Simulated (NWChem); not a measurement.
**GeO (SMILES [O]=[Ge]): levels of theory compared**

Aim: a comparison of 6 runs (HF/STO-3G, HF/def2-SVP, PBE0/cc-pVTZ, PBE0/def2-SVP, SVWN5/6-31G*, MP2/cc-pVTZ) of GeO. 

The results are computed with NWChem 7.3.0.

5 further runs of the same task are left out: 3 that didn't finish, 2 set aside as unsound or not needed. Runs told in other sessions of the task aren't counted.

## (1) Starting point

GeO has 2 atoms, charge 0, and is taken as a singlet. SMILES: `[O]=[Ge]`. The coordinates come from a PBE0-D4/def2-TZVP relaxation.

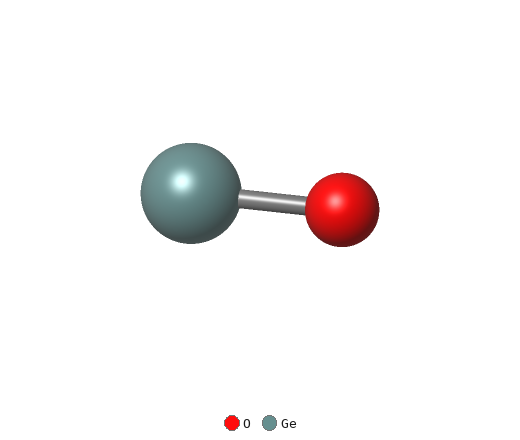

The structure, seen from a chosen angle (oxygen red, germanium teal).

## (2) Energy and gradient at HF/STO-3G (run 1)

The input, geom.nw:

```
start geom
title "GeO"
memory stack 880 mb heap 220 mb global 1100 mb

geometry noautosym nocenter noautoz
   O      0.000000     0.000000    -0.023040
   Ge     0.000000     0.000000     1.599530
end

basis spherical bse
   * library STO-3G
end

scf
   nopen 0
   rhf
   thresh 1e-08
   maxiter 80
   print low
end

task scf gradient
```

The run is started by

```sh
nwchem geom.nw > geom.out
```

What it wrote:

```text
[...]
  functions       =    23
[...]
  wavefunction    = RHF
[...]
         Total SCF energy =  -2125.547089571865
      One-electron energy =  -3152.923497245952
      Two-electron energy =    943.885787396427
 Nuclear repulsion energy =     83.490620277660
        Time for solution =      0.8s
[...]
                         RHF ENERGY GRADIENTS
    atom               coordinates                        gradient
                 x          y          z           x          y          z
   1 O       0.000000   0.000000  -0.043539   -0.000000   0.000000  -0.154136
   2 Ge      0.000000   0.000000   3.022673    0.000000  -0.000000   0.154136
 Task  times  cpu:        1.1s     wall:        1.1s
 Total times  cpu:        1.1s     wall:        1.1s
```

Wall time 1.6 s (1 thread of INTEL XEON PLATINUM 8581C at 2.30GHz (Emerald Rapids), shared host); peak memory 0.1 GiB.

## (3) Energy and forces at HF/def2-SVP (run 2)

The input, geom.xyz:

```xyz
2
GeO
O      0.000000     0.000000    -0.023040
Ge     0.000000     0.000000     1.599530
```

The input, geom.nw:

```
start geom
title "GeO"
memory 2200 mb

geometry units angstroms noautosym nocenter noautoz
  load geom.xyz
end

basis spherical bse
  * library def2-SVP
end

scf
  thresh 1e-08
  maxiter 80
  print low
end

task scf gradient
```

The run is started by

```sh
nwchem geom.nw > geom.out
```

What it wrote:

```text
[...]
  functions       =    46
[...]
  wavefunction    = RHF
[...]
         Total SCF energy =  -2149.887256241082
      One-electron energy =  -3164.878604191356
      Two-electron energy =    931.500727672614
 Nuclear repulsion energy =     83.490620277660
        Time for solution =      5.2s
[...]
                         RHF ENERGY GRADIENTS
    atom               coordinates                        gradient
                 x          y          z           x          y          z
   1 O       0.000000   0.000000  -0.043539   -0.000000   0.000000  -0.033991
   2 Ge      0.000000   0.000000   3.022673    0.000000  -0.000000   0.033991
 Task  times  cpu:        6.3s     wall:        6.3s
 Total times  cpu:        6.4s     wall:        6.4s
```

Wall time 6.9 s (1 thread of INTEL XEON PLATINUM 8581C at 2.30GHz (Emerald Rapids), shared host); peak memory 0.1 GiB.

Runs 3 to 5 aren't shown in full; the table further down has their settings and results.

## (4) Energy and gradient at MP2/cc-pVTZ (run 6)

The input, geo.nw:

```
start geo
title "GeO"
memory total 2200 mb
charge 0

geometry units angstrom noautosym nocenter noautoz
   O        0.000000       0.000000      -0.023040
   Ge       0.000000       0.000000       1.599530
end

basis spherical bse
   * library cc-pVTZ
end

scf
   thresh 1e-08
   maxiter 80
end

mp2
   freeze core 10
   tight
end

task mp2 gradient
```

The run is started by

```sh
nwchem geo.nw > geo.out
```

What it wrote:

```text
[...]
  functions       =    73
[...]
  wavefunction    = RHF
[...]
         Total SCF energy =  -2150.287490268202
      One-electron energy =  -3165.697878795229
      Two-electron energy =    931.919768249367
 Nuclear repulsion energy =     83.490620277660
        Time for solution =    133.3s
[...]
          Total MP2 energy         -2150.704898319666
[...]
                         mp2 ENERGY GRADIENTS
    atom               coordinates                        gradient
                 x          y          z           x          y          z
   1 O       0.000000   0.000000  -0.043539    0.000000   0.000000   0.017385
   2 Ge      0.000000   0.000000   3.022673   -0.000000  -0.000000  -0.017385
[...]
```

It took 5.4 min on 1 thread of INTEL XEON PLATINUM 8581C at 2.30GHz (Emerald Rapids), shared host; peak memory 0.2 GiB.

## (5) All runs side by side

| run | level | iteration cap | module | energy (Eh) | largest force (eV/Å) | wall time |
| --- | --- | --- | --- | --- | --- | --- |
| 1 | HF/STO-3G | 80 | scf | -2125.547090 | 7.926 | 1.6 s |
| 2 | HF/def2-SVP | 80 | scf | -2149.887256 | 1.748 | 6.9 s |
| 3 | PBE0/cc-pVTZ | 100 | dft | -2151.951254 | 0.142 | 1.8 min |
| 4 | PBE0/def2-SVP | 100 | dft | -2151.559066 | 0.051 | 7.2 s |
| 5 | SVWN5/6-31G* (spherical functions) | 100 | dft | -2148.267844 | 0.534 | 7.5 s |
| 6 | MP2/cc-pVTZ | 80 | mp2 | -2150.704898 | 0.894 | 5.4 min |

## (6) What came out

| quantity | value |
| --- | --- |
| run 6: total energy | -2150.70490 Eh |
| run 6: dipole moment (of the density that the program reports) | 2.68 D |
| run 6: HOMO energy (Hartree–Fock orbitals) | -11.52 eV |
| run 6: LUMO energy (Hartree–Fock orbitals) | 0.89 eV |
| run 6: HOMO–LUMO gap (Hartree–Fock orbitals) | 12.41 eV |
| run 6: correlation energy (10 core orbitals frozen) | -417.4 mEh |
| run 6: largest force on an atom | 0.894 eV/Å |

What this shows: Over runs 4, 5, 6 the dipole moment (its size) runs from 2.59 D (SVWN5/6-31G*) to 3.03 D (PBE0/def2-SVP). The two ends differ in method and basis. Totals of different functionals can't be ranked against each other. In run 1 the basis is minimal, so the values are rough. All runs together took 7.6 min, the longest 5.4 min.
